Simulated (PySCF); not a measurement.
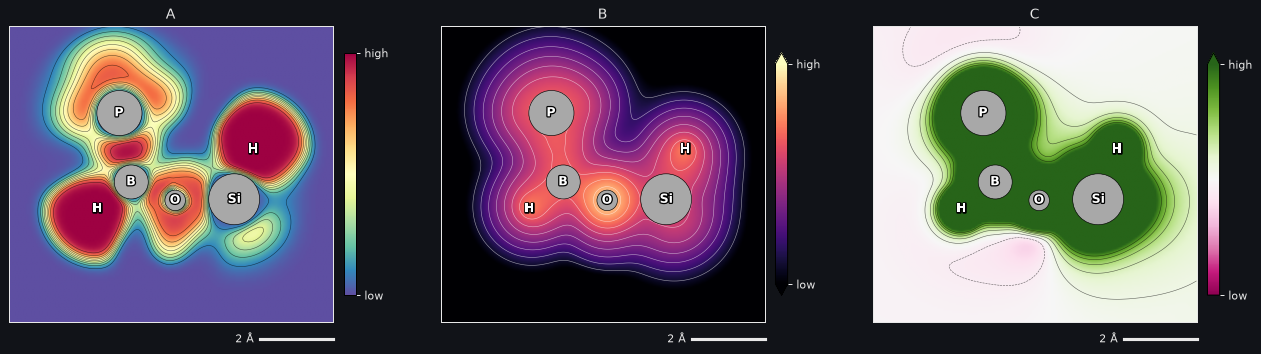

BH6OPSi: 3 fields on the plane of atoms O2, B3 and P4, with unlabelled colour scales. Grey discs cover the atomic cores.

Geometry: GFN2-xTB.

All numbers below come from PBE0/pcSseg-1, SCF density, gas phase, non-relativistic (PySCF).

**Which field does each panel show? The fields are: electron density, electron localisation function and electrostatic potential.**

Panel A: electron localisation function. Panel B: electron density. Panel C: electrostatic potential (strongly positive close to the atoms, with negative regions outside electron-rich atoms). From the grid: B–O (1.31 Å): the density is about 2.3 e/Å³ at the midpoint; the ELF peaks at about 0.90 between the atoms, as expected for a short, strongly polar bond. Si–O (1.62 Å): ρ at the midpoint is about 1.1 e/Å³; the ELF peaks at about 0.85 between the atoms; a polar covalent bond.
